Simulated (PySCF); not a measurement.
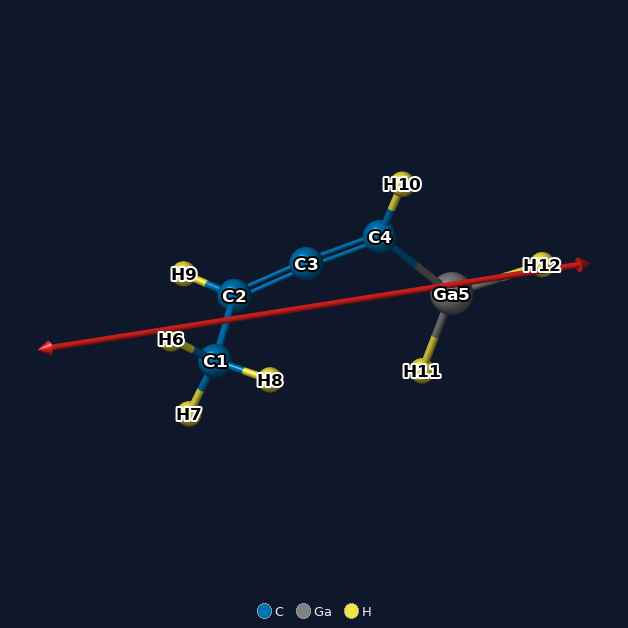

The double arrow shows the direction of the transition dipole to excited singlet state 7 (its length means nothing). The computed structure is the end point of a GFN2-xTB optimisation. No frequency run is at hand to confirm it as a minimum. Method: TDDFT CAM-B3LYP/def2-SVPD, vertical, gas phase, core orbitals frozen in the response (PySCF 2.14.0).

How is the transition polarised?

Answer. Close to the long direction C1···Ga5.

Give its energy, strength and character.

Answer. 6.73 eV (184 nm), oscillator strength 0.66, of mixed character, with the largest part HOMO → LUMO+2 (weight 0.41); transition dipole 5.09 D.

The geometry is semi-empirical. Around Ga such bond lengths and angles can be off by a tenth of an ångström or more and by several degrees, and values that hang on the shape move with them.
